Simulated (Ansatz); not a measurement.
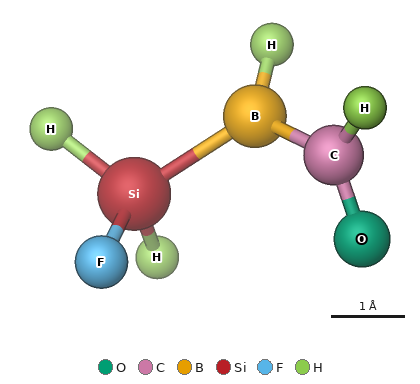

*The structure as given in the input (ball-and-stick view, seen at a tilt).*

# Run report: CH4BFOSi (charge +1), geometry relaxation

CH4BFOSi, charge +1, multiplicity 2, computed with HF/3-21G, UHF (Ansatz 0.2.0).

The starting geometry was optimised with HF/3-21G. Figures and captions count atoms from 1; the log counts them from 0 in places.

The program's output
```
The last accepted step is kept in runs//last_step.txt (removed where the run ends without a failure and the disk answers)
Functional definition: HF
  name "HF"
  exchange = exact_x
  correlation = 0
704 factors; integrals over basis functions are off by at most 5.4e-4 eV
mean field evaluation 1: about -14276.1182 eV, gradient 4.0e1 eV
mean field evaluation 2: about -14276.1215 eV, gradient 4.0e1 eV
mean field evaluation 4: about -14283.1325 eV, gradient 5.1e0 eV
mean field evaluation 8: about -14284.3439 eV, gradient 8.8e-1 eV
mean field evaluation 16: about -14284.3965 eV, gradient 3.0e-5 eV
mean field evaluation 32: about -14284.3733 eV, gradient 5.3e-1 eV
mean field -14284.39647700 eV, -524.9418882180 hartree, gradient 3.0e-5 eV, S^2 0.788949; 0 other end points of the search recorded, 0 dependent functions left out
the calculation of the forces begins
reference -14284.39647700 eV, -524.9418882180 hartree; 23, 22 occupied and 34, 35 virtual orbitals, 704 factors
relax step   1: F+E_penalty+E_count = -14284.39647700 eV  Δ(F+E_penalty+E_count) = +0.000e0 eV  max|allowed force component| = 1.661e0 eV/Å  Δτ_max = 0.0000 Å  (122 SCF iters, accepted)
these checks for a lower state are left out or cut short: starts, cluster_reference, orbital_swaps, neighbouring_geometries, increment
704 factors; integrals over basis functions are off by at most 5.3e-4 eV
mean field -14284.49729253 eV, -524.9455931205 hartree, gradient 8.2e-5 eV, S^2 0.790586; 0 other end points of the search recorded, 0 dependent functions left out
[... from here on the field's lines of each further geometry are left out, up to the last ...]
relax step   2: F+E_penalty+E_count = -14284.49729253 eV  Δ(F+E_penalty+E_count) = -1.008e-1 eV  max|allowed force component| = 1.879e0 eV/Å  Δτ_max = 0.1955 Å  (40 SCF iters, accepted)
relax step   3: F+E_penalty+E_count = -14284.62752664 eV  Δ(F+E_penalty+E_count) = -1.302e-1 eV  max|allowed force component| = 1.052e0 eV/Å  Δτ_max = 0.1817 Å  (42 SCF iters, accepted)
relax step   4: F+E_penalty+E_count = -14284.68050117 eV  Δ(F+E_penalty+E_count) = -5.297e-2 eV  max|allowed force component| = 7.636e-1 eV/Å  Δτ_max = 0.2000 Å  (43 SCF iters, accepted)
relax step   5: F+E_penalty+E_count = -14284.71625654 eV  Δ(F+E_penalty+E_count) = -3.576e-2 eV  max|allowed force component| = 1.194e0 eV/Å  Δτ_max = 0.0707 Å  (45 SCF iters, accepted)
relax step   6: F+E_penalty+E_count = -14284.74815500 eV  Δ(F+E_penalty+E_count) = -3.190e-2 eV  max|allowed force component| = 3.764e-1 eV/Å  Δτ_max = 0.1525 Å  (42 SCF iters, accepted)
relax step   7: F+E_penalty+E_count = -14284.74714333 eV  Δ(F+E_penalty+E_count) = +1.012e-3 eV  max|allowed force component| = 3.885e-1 eV/Å  Δτ_max = 0.1631 Å  (42 SCF iters, rejected (line search))
relax step   8: F+E_penalty+E_count = -14284.76276394 eV  Δ(F+E_penalty+E_count) = -1.461e-2 eV  max|allowed force component| = 1.613e-1 eV/Å  Δτ_max = 0.0816 Å  (43 SCF iters, accepted)
relax step   9: F+E_penalty+E_count = -14284.77118200 eV  Δ(F+E_penalty+E_count) = -8.418e-3 eV  max|allowed force component| = 1.739e-1 eV/Å  Δτ_max = 0.0975 Å  (43 SCF iters, accepted)
relax step  10: F+E_penalty+E_count = -14284.76421698 eV  Δ(F+E_penalty+E_count) = +6.965e-3 eV  max|allowed force component| = 4.788e-1 eV/Å  Δτ_max = 0.0867 Å  (42 SCF iters, rejected (line search))
relax step  11: F+E_penalty+E_count = -14284.77452806 eV  Δ(F+E_penalty+E_count) = -3.346e-3 eV  max|allowed force component| = 1.377e-1 eV/Å  Δτ_max = 0.0424 Å  (35 SCF iters, accepted)
relax step  12: F+E_penalty+E_count = -14284.77710971 eV  Δ(F+E_penalty+E_count) = -2.582e-3 eV  max|allowed force component| = 7.778e-2 eV/Å  Δτ_max = 0.0717 Å  (45 SCF iters, accepted)
relax step  13: F+E_penalty+E_count = -14284.77781475 eV  Δ(F+E_penalty+E_count) = -7.050e-4 eV  max|allowed force component| = 6.314e-2 eV/Å  Δτ_max = 0.0368 Å  (38 SCF iters, accepted)
relax step  14: F+E_penalty+E_count = -14284.77804568 eV  Δ(F+E_penalty+E_count) = -2.309e-4 eV  max|allowed force component| = 4.805e-2 eV/Å  Δτ_max = 0.0103 Å  (38 SCF iters, accepted)
relax step  15: F+E_penalty+E_count = -14284.77825183 eV  Δ(F+E_penalty+E_count) = -2.061e-4 eV  max|allowed force component| = 2.089e-2 eV/Å  Δτ_max = 0.0134 Å  (38 SCF iters, accepted)
relax step  16: F+E_penalty+E_count = -14284.77829675 eV  Δ(F+E_penalty+E_count) = -4.491e-5 eV  max|allowed force component| = 1.094e-2 eV/Å  Δτ_max = 0.0070 Å  (39 SCF iters, accepted)
the calculation of the forces begins
reference -14284.77831017 eV, -524.9559203283 hartree; 23, 22 occupied and 34, 35 virtual orbitals, 704 factors
relax step  17: F+E_penalty+E_count = -14284.77831017 eV  Δ(F+E_penalty+E_count) = -1.343e-5 eV  max|allowed force component| = 9.035e-3 eV/Å  Δτ_max = 0.0066 Å  (38 SCF iters, accepted)
704 factors; integrals over basis functions are off by at most 6.0e-4 eV
mean field evaluation 160: about -14284.7409 eV, gradient 8.2e-1 eV
mean field evaluation 192: about -14284.6679 eV, gradient 1.2e0 eV
```

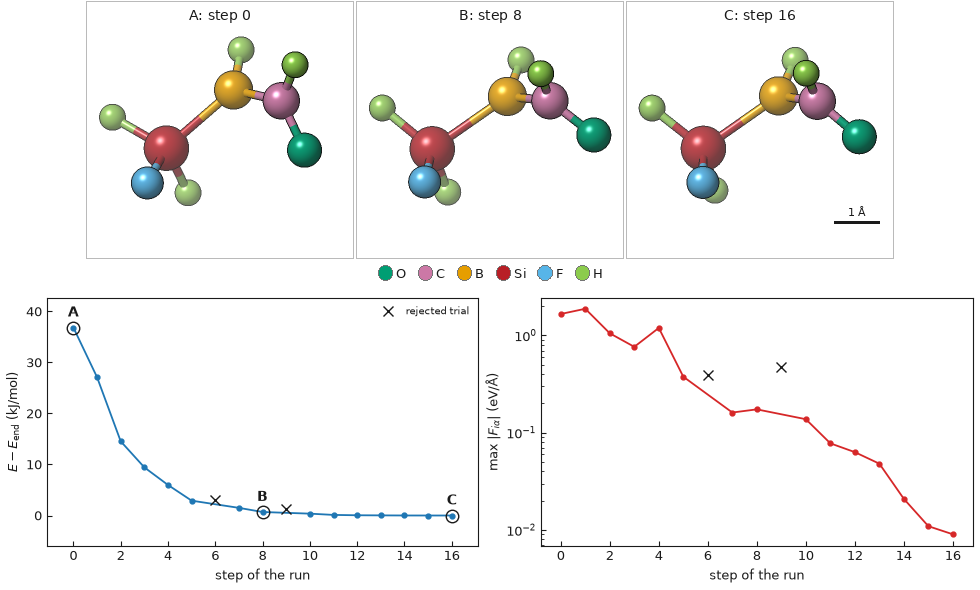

*Frames of the relaxation (ball-and-stick view, seen at a tilt) above the curves, on which the letters mark them (the first geometry is step 0 here and step 1 in the log).*

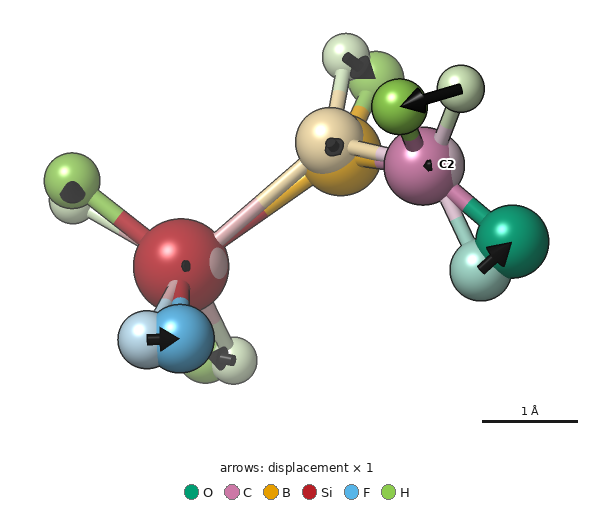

*Start (faint) and end (solid) with the displacements as black arrows, at true length (ball-and-stick view, seen at a tilt). The two geometries are laid on each other by the best rigid fit.*

Over 16 geometry steps the energy falls by 36.8 kJ/mol. Largest force component: 1.7 eV/Å at the start, 0.009 eV/Å at the end. The line search rejected the trial steps at points 6, 9 (counted from 0) and went back. The atom that moves furthest after the best rigid fit is H6 (0.70 Å). By element the largest moves are H 0.70 Å, O 0.46 Å, F 0.35 Å, B 0.26 Å, C 0.09 Å, Si 0.08 Å. Among the contacts that change: B3–Si4 2.012 → 2.057 Å, O1–C2 1.224 → 1.246 Å, Si4–H8 1.482 → 1.467 Å, B3–H7 1.188 → 1.179 Å. Among the angles that change: B3–Si4–F5 112.0° → 101.8°, O1–C2–B3 118.6° → 126.2°, H8–Si4–H9 110.3° → 117.1°. (Atoms are counted from 1 in the order of the input.)

```
mean field -14284.77831017 eV, -524.9559203283 hartree, gradient 3.4e-5 eV, S^2 0.781993; 2 other end points of the search recorded, 0 dependent functions left out
the calculation of the forces begins
reference -14284.77831017 eV, -524.9559203283 hartree; 23, 22 occupied and 34, 35 virtual orbitals, 704 factors
Total energy: -14284.77831017 eV, -524.9559203283 hartree
Atom 0 at    -1.124714     1.249232     1.863999 Å, force     0.003310    -0.002908    -0.004173 eV/Å
Atom 1 at    -0.217667     1.277909     1.010005 Å, force    -0.002293    -0.004742     0.009035 eV/Å
Atom 2 at     0.657181     0.047387     0.535564 Å, force    -0.004806     0.002079     0.002714 eV/Å
Atom 3 at    -0.043190    -1.078145    -1.036836 Å, force     0.003352    -0.001041     0.000447 eV/Å
Atom 4 at    -1.410564    -0.276731    -1.439938 Å, force    -0.002421     0.002028    -0.000102 eV/Å
Atom 5 at    -0.074491     2.252744     0.537065 Å, force     0.001749     0.005347    -0.006039 eV/Å
Atom 6 at     1.678452    -0.108143     1.104641 Å, force     0.000497    -0.000433    -0.001247 eV/Å
Atom 7 at     0.960005    -1.003000    -2.104070 Å, force    -0.000567    -0.001669     0.000147 eV/Å
Atom 8 at    -0.336613    -2.407452    -0.487730 Å, force     0.001177     0.001340    -0.000783 eV/Å
Dipole moment:     0.795770     0.582343     0.649291 e Å
```

Trajectory as extended XYZ (Å, eV, eV/Å), 12 of the 17 frames kept, from step=1 to step=17
```
9
Properties=species:S:1:pos:R:3:forces:R:3 step=1 energy=-14284.39648
O    -1.2913    0.9383    1.5711   -1.0572   0.1086   0.7411
C    -0.2326    1.3154    1.0870    1.1154   0.4115   0.0367
B     0.6892    0.2566    0.3729    0.5972  -0.7421  -0.3903
Si   -0.0658   -1.0276   -0.9789   -0.2142  -0.9454  -1.6613
F    -1.3635   -0.4022   -1.7626    0.1889   0.1940   0.4875
H     0.0790    2.3526    1.1942   -0.4309   0.2316  -0.1103
H     1.8141    0.1386    0.7351   -0.3218   0.1730   0.2322
H     0.9482   -1.3791   -2.0013    0.0468   0.2613   0.3415
H    -0.4888   -2.2388   -0.2349    0.0758   0.3075   0.3230
9
Properties=species:S:1:pos:R:3:forces:R:3 step=2 energy=-14284.49729
O    -1.2835    0.9701    1.6589   -0.0986   0.2569   0.9038
C    -0.1919    1.2804    1.1662   -0.4644   0.7757  -1.8795
B     0.6689    0.1778    0.3824    0.8512   0.1053   0.3954
Si   -0.0489   -1.0721   -1.0610   -0.6034   0.1680  -0.1209
F    -1.3669   -0.3361   -1.7141    0.4643  -0.2457   0.1638
H     0.0073    2.3806    1.0145   -0.0860  -1.0539   0.5632
H     1.7775    0.0917    0.7837   -0.0481  -0.1530   0.0810
H     1.0017   -1.3380   -2.0560   -0.1341   0.0605   0.0992
H    -0.4758   -2.2005   -0.1919    0.1193   0.0860  -0.2061
9
Properties=species:S:1:pos:R:3:forces:R:3 step=4 energy=-14284.68050
O    -1.1200    1.0263    1.8845    0.1026   0.2460  -0.0216
C    -0.2167    1.3039    1.0701    0.0830   0.3883  -0.3409
B     0.6755    0.2029    0.3646    0.0854  -0.6048   0.7636
Si   -0.0555   -1.0732   -1.0820    0.3283   0.0991  -0.1096
F    -1.3676   -0.3466   -1.7112   -0.1115   0.1013  -0.0347
H    -0.0661    2.3748    0.8380   -0.2322  -0.4073   0.1928
H     1.6806   -0.0031    0.9920   -0.2420   0.1477  -0.4968
H     0.9968   -1.2784   -2.0800   -0.0171   0.0211  -0.0351
H    -0.4386   -2.2528   -0.2933    0.0036   0.0087   0.0824
9
Properties=species:S:1:pos:R:3:forces:R:3 step=5 energy=-14284.71626
O    -1.1178    1.0413    1.9229    0.5137   0.3397  -0.3298
C    -0.2172    1.3025    1.0826   -0.5665  -1.1944   0.1739
B     0.6616    0.1637    0.3950    0.1657   0.0797   0.4175
Si   -0.0463   -1.0727   -1.0868   -0.0650   0.1099   0.0747
F    -1.3399   -0.3060   -1.7243    0.0923  -0.0432   0.0179
H    -0.1123    2.3317    0.8064    0.0243   0.7133  -0.0823
H     1.7119    0.0168    0.9364   -0.1437  -0.0087  -0.1871
H     1.0153   -1.2931   -2.0723   -0.0345   0.0307  -0.0027
H    -0.4669   -2.2304   -0.2771    0.0137  -0.0269  -0.0822
9
Properties=species:S:1:pos:R:3:forces:R:3 step=7 energy=-14284.74714 accepted=F
O    -1.1051    1.1962    1.9473   -0.1902   0.0366   0.1280
C    -0.2280    1.3175    1.0726    0.3844   0.0537   0.0267
B     0.6153    0.1318    0.4751   -0.0726  -0.3885  -0.2886
Si   -0.0526   -1.0918   -1.0513   -0.0937   0.1306  -0.1735
F    -1.3819   -0.3639   -1.6589    0.0221   0.0172   0.0815
H    -0.0647    2.3430    0.7271   -0.1056  -0.0726  -0.0832
H     1.6825   -0.0800    0.9315   -0.0252   0.1700   0.1737
H     1.0244   -1.1295   -2.0471    0.0289   0.0108   0.0516
H    -0.4015   -2.3696   -0.4135    0.0520   0.0422   0.0838
9
Properties=species:S:1:pos:R:3:forces:R:3 step=8 energy=-14284.76276
O    -1.0502    1.1587    2.0014    0.0445   0.1050  -0.1010
C    -0.2249    1.2960    1.0736   -0.0419  -0.1613   0.0607
B     0.6271    0.1172    0.4539    0.0429  -0.0006   0.0202
Si   -0.0520   -1.0792   -1.0797    0.0131   0.0203   0.1078
F    -1.3595   -0.3189   -1.6920    0.0382   0.0079   0.0193
H    -0.1324    2.3103    0.6815   -0.0314   0.0303   0.0050
H     1.6800   -0.0389    0.9718   -0.0316   0.0012  -0.0495
H     1.0355   -1.1820   -2.0581   -0.0380   0.0182  -0.0051
H    -0.4352   -2.3094   -0.3698    0.0042  -0.0210  -0.0574
9
Properties=species:S:1:pos:R:3:forces:R:3 step=10 energy=-14284.76422 accepted=F
O    -1.1056    1.2614    1.9204    0.0596  -0.0496  -0.2490
C    -0.2305    1.2936    1.0271    0.2043   0.2283   0.4788
B     0.6188    0.0694    0.5078   -0.1286  -0.0830  -0.1719
Si   -0.0548   -1.0931   -1.0503    0.0349  -0.0517  -0.0458
F    -1.4179   -0.3319   -1.5403    0.1076  -0.0715   0.0399
H    -0.0434    2.2979    0.6273   -0.1266  -0.1653  -0.1158
H     1.6650   -0.0933    1.0299   -0.0361   0.0427   0.0694
H     1.0053   -1.0321   -2.0734   -0.1446  -0.0251   0.0733
H    -0.3484   -2.4182   -0.4659    0.0295   0.1751  -0.0788
9
Properties=species:S:1:pos:R:3:forces:R:3 step=11 energy=-14284.77453
O    -1.0837    1.2321    1.9488    0.1063   0.0155  -0.0989
C    -0.2175    1.2923    1.0497   -0.1377   0.0464   0.0582
B     0.6289    0.0796    0.5002    0.0237  -0.0323   0.0044
Si   -0.0524   -1.0841   -1.0536    0.0161  -0.0257  -0.0168
F    -1.3930   -0.3121   -1.5767    0.0139  -0.0035   0.0227
H    -0.0988    2.2866    0.6071    0.0074  -0.0624   0.0205
H     1.6758   -0.0836    1.0214   -0.0057   0.0065   0.0109
H     1.0098   -1.0729   -2.0676   -0.0401   0.0002   0.0194
H    -0.3807   -2.3840   -0.4465    0.0161   0.0553  -0.0205
9
Properties=species:S:1:pos:R:3:forces:R:3 step=13 energy=-14284.77781
O    -1.1199    1.2573    1.8799    0.0123  -0.0273   0.0111
C    -0.2164    1.2819    1.0217   -0.0312   0.0531  -0.0234
B     0.6451    0.0527    0.5272    0.0350  -0.0043   0.0515
Si   -0.0462   -1.0806   -1.0400   -0.0420   0.0246  -0.0631
F    -1.4147   -0.2944   -1.4720    0.0554  -0.0357   0.0251
H    -0.0689    2.2616    0.5580    0.0157  -0.0175  -0.0039
H     1.6741   -0.1087    1.0835   -0.0251   0.0049  -0.0086
H     0.9713   -1.0094   -2.0956   -0.0185  -0.0058   0.0133
H    -0.3360   -2.4067   -0.4801   -0.0015   0.0082  -0.0020
9
Properties=species:S:1:pos:R:3:forces:R:3 step=14 energy=-14284.77805
O    -1.1212    1.2574    1.8756    0.0088  -0.0245  -0.0002
C    -0.2172    1.2808    1.0179   -0.0111   0.0464  -0.0044
B     0.6479    0.0510    0.5295    0.0196  -0.0071   0.0418
Si   -0.0449   -1.0799   -1.0395   -0.0408   0.0253  -0.0480
F    -1.4149   -0.2915   -1.4621    0.0434  -0.0253   0.0195
H    -0.0681    2.2589    0.5520    0.0062  -0.0118  -0.0063
H     1.6734   -0.1097    1.0918   -0.0191   0.0051  -0.0105
H     0.9667   -1.0062   -2.0994   -0.0049  -0.0029   0.0042
H    -0.3333   -2.4070   -0.4832   -0.0023  -0.0052   0.0039
9
Properties=species:S:1:pos:R:3:forces:R:3 step=16 energy=-14284.77830
O    -1.1236    1.2512    1.8678    0.0109  -0.0051  -0.0094
C    -0.2176    1.2789    1.0123   -0.0092  -0.0062   0.0091
B     0.6550    0.0481    0.5346   -0.0042   0.0074   0.0030
Si   -0.0435   -1.0783   -1.0380    0.0021  -0.0061   0.0020
F    -1.4111   -0.2801   -1.4456   -0.0023   0.0030  -0.0001
H    -0.0737    2.2541    0.5402    0.0027   0.0050  -0.0049
H     1.6773   -0.1080    1.1018   -0.0002  -0.0015  -0.0003
H     0.9616   -1.0051   -2.1036   -0.0002   0.0015   0.0011
H    -0.3360   -2.4071   -0.4868    0.0003   0.0020  -0.0004
9
Properties=species:S:1:pos:R:3:forces:R:3 step=17 energy=-14284.77831
O    -1.1247    1.2492    1.8640    0.0033  -0.0029  -0.0042
C    -0.2177    1.2779    1.0100   -0.0023  -0.0047   0.0090
B     0.6572    0.0474    0.5356   -0.0048   0.0021   0.0027
Si   -0.0432   -1.0781   -1.0368    0.0034  -0.0010   0.0004
F    -1.4106   -0.2767   -1.4399   -0.0024   0.0020  -0.0001
H    -0.0745    2.2527    0.5371    0.0017   0.0053  -0.0060
H     1.6785   -0.1081    1.1046    0.0005  -0.0004  -0.0012
H     0.9600   -1.0030   -2.1041   -0.0006  -0.0017   0.0001
H    -0.3366   -2.4075   -0.4877    0.0012   0.0013  -0.0008
```

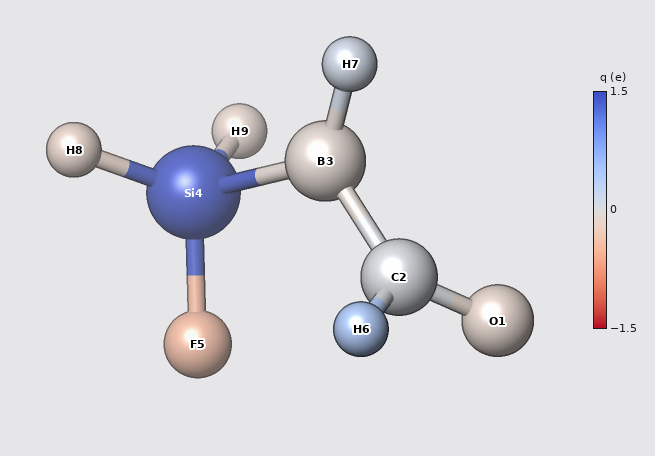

*Mulliken charges, as the colour of each atom (ball-and-stick view, seen at a tilt; atoms are numbered from 1 in the order of the input; Mulliken charges depend strongly on the basis).*

By element: O −0.12, C +0.04, B −0.08, Si +1.45, F −0.49 and H −0.16 to +0.40 e.

The run was set up as follows.

Input
```yaml
crystal:
  periodic: [false, false, false]
  atoms:
    - {symbol: O, position_ang: [-1.291312, 0.938288, 1.571062]}
    - {symbol: C, position_ang: [-0.232628, 1.315423, 1.087004]}
    - {symbol: B, position_ang: [0.689203, 0.256642, 0.372910]}
    - {symbol: Si, position_ang: [-0.065775, -1.027645, -0.978879]}
    - {symbol: F, position_ang: [-1.363507, -0.402236, -1.762558]}
    - {symbol: H, position_ang: [0.078970, 2.352644, 1.194185]}
    - {symbol: H, position_ang: [1.814088, 0.138610, 0.735095]}
    - {symbol: H, position_ang: [0.948201, -1.379076, -2.001259]}
    - {symbol: H, position_ang: [-0.488840, -2.238849, -0.234860]}
basis:
  gaussian: {orbitals: 3-21G.json}
total_charge: 1
magnetization: {spin_polarized: true, initial_magnetization: 1}
hamiltonian: {xc: hf}
relax: {}
```

Command:
```bash
ansatz run molecule.yaml --threads 1 --pin off --max-ram 3480MiB --events-out events.jsonl --progress --plain --runs-dir runs
```

Results in brief

| quantity | value |
| --- | --- |
| outcome | converged |
| total energy | −524.955920 hartree |
| basis functions | 57 |
| largest force | 0.010 eV/Å |
| ⟨S²⟩ | 0.782 |
| SCF solution under orbital rotations | stable |
| hardware | 1 thread of Arm Neoverse V2, 24 GiB of memory available, shared host |
| wall time | 31 s |
| peak memory | 0.17 GiB |
